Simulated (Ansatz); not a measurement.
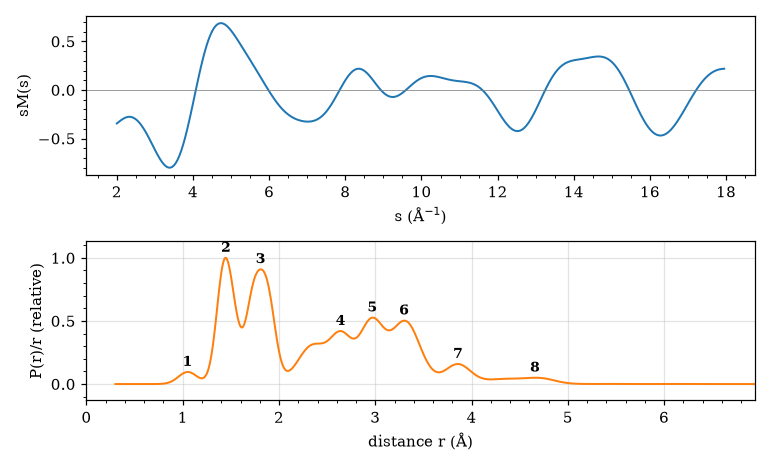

Simulated gas electron diffraction: reduced molecular intensity sM(s) from the Debye equation in the first Born approximation (top) and the radial distribution curve (bottom) of CH7NO2Si2. Each pair of atoms contributes with weight ZᵢZⱼ/r; damping constant 0.0015 Å²; vibrational amplitudes assumed, not computed: 0.05 Å for bonds, 0.078 Å for bonds to H, 0.06 + 0.015 r up to 0.15 Å for other pairs. The geometry is the end point of an optimisation (RKS LDA/STO-3G (Ansatz)); it may be a saddle point or a higher isomer. SMILES: OC1(O[SiH3])N[SiH2]1.

Read the positions of the numbered peaks and name the main pairs (– for bonds).

Peak 1, 1.05 Å: O–H 1.04 Å, N–H 1.07 Å
Peak 2, 1.45 Å: O–C 1.42–1.43 Å (×2), Si–H 1.45–1.46 Å (×5), N–C 1.54 Å, not resolved
Peak 3, 1.81 Å: Si–O 1.72 Å, Si–N 1.83 Å, Si–C 1.91 Å, not resolved
Peak 4, 2.64 Å: O···N 2.40–2.62 Å (×2), O···H 2.51–2.68 Å (×4), Si···C 2.65 Å, not resolved; in its flanks O···O 2.27 Å
Peak 5, 2.97 Å: Si···O 2.92–2.99 Å (×2), Si···H 3.00–3.12 Å (×3), not resolved
Peak 6, 3.30 Å: Si···Si 3.30 Å, Si···N 3.42 Å, not resolved
Peak 7, 3.86 Å: Si···O 3.86 Å
Peak 8, 4.66 Å: H···H 4.36–4.99 Å (×6), Si···H 4.46–4.73 Å (×3), O···H 4.51–4.77 Å (×2), N···H 4.65 Å, not resolved; in its flanks O···H 4.22–4.31 Å
